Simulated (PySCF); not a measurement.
# SeOH4: a ladder of methods

Aim: at the PBE0 minimum of singlet SeOH4, found before, compare methods on energies and levels.

Method: several methods, basis Se def2-TZVP, O def2-TZVP, H def2-TZVP, no relativity, density fitting; program: PySCF 2.14.0.

### 1 Starting geometry

6 atoms, charge 0, spin multiplicity 1.

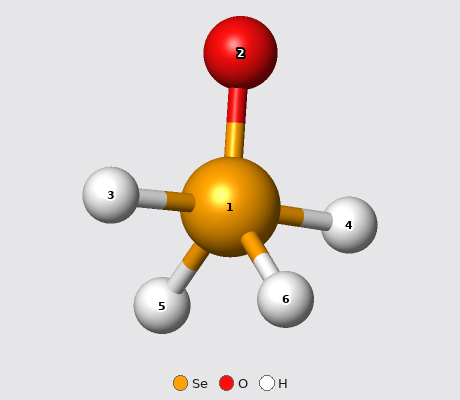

Start geometry, drawn with selenium orange, oxygen red, hydrogen white; atoms are numbered from 1 in the order of the file.

Z-matrix (Å, degrees; charge 0 multiplicity 1):
```
Se
O  1 1.6336
H  1 1.5480 2 91.27
H  1 1.5480 2 91.27 3 -180.00
H  1 1.5162 2 132.03 3 90.00
H  1 1.5162 2 132.03 3 -90.00
```

### 2 PBE0

One driver script runs all steps and calls PySCF; scf.py shows the equivalent input of each level. Each SCF starts from the density of the minimum. The driver also runs the species with one electron less or more at the same geometry (one less: multiplicity 2, one more: multiplicity 2); their logs are not shown.

scf.py

```python
from pyscf import gto, scf, dft
mol = gto.M(atom='''
Se     0.120131     0.208080    -0.000000
O     -0.696631    -1.206642     0.000000
H      0.137334     0.237878     1.547589
H      0.137334     0.237878    -1.547589
H      1.603039     0.524240    -0.000000
H     -0.347563     1.650382    -0.000000''',
    basis={'Se': 'def2-TZVP', 'O': 'def2-TZVP', 'H': 'def2-TZVP'},
    charge=0, spin=0)
mf = dft.RKS(mol, xc='PBE0')
mf.grids.atom_grid = (99, 590)
aux = {'Se': 'def2-universal-JKFIT', 'O': 'def2-universal-JKFIT', 'H': 'def2-universal-JKFIT'}
mf = mf.density_fit(auxbasis=aux)
mf.kernel()
```

### 3 HF

scf.py, as its differences from that of step 2:

```diff
@@ -11,2 +11 @@
-mf = dft.RKS(mol, xc='PBE0')
-mf.grids.atom_grid = (99, 590)
+mf = scf.RHF(mol)
```

### 4 PBE

scf.py, as its differences from that of step 3:

```diff
@@ -11 +11,2 @@
-mf = scf.RHF(mol)
+mf = dft.RKS(mol, xc='PBE')
+mf.grids.atom_grid = (99, 590)
```

(Steps that only read results are left out.)

Before running it: what results should come out? Wanted: atomisation energy, range; vertical ionisation energy, range; orbital gap, range.

The runs gave:

```
                         quantity                          value
        atomisation energy, range  474 (HF) to 1151 (PBE) kJ/mol
vertical ionisation energy, range    9.28 (HF) to 9.95 (PBE0) eV
               orbital gap, range    3.60 (PBE) to 12.13 (HF) eV
```

**Reading.** The atomisation energy spreads over 677 kJ/mol, from HF to PBE; without a CCSD(T) value for it there is no yardstick here. Without diffuse functions electron affinities tend to come out too low.
